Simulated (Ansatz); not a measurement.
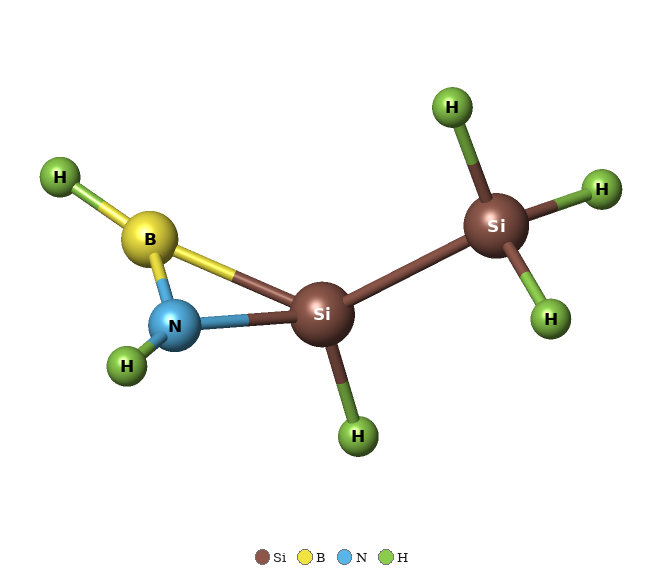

Sticks follow a distance rule. Harmonic vibrations computed with RKS PBE0-D4/def2-TZVP (Ansatz 0.2.0) at a stationary point of the same level.

Question: Minimum or transition state?

Answer: A minimum: no imaginary frequency, and the lowest mode lies at 83 cm⁻¹.

Question: How many vibrational modes are there, and where do they lie?

Answer: 24 modes: 83, 143, 168, 404, 472, 511, 558, 619, 655, 734, 789, 831, 857, 887, 933, 940, 1040, 1363, 2188, 2208, 2217, 2226, 2705, 3597 cm⁻¹.
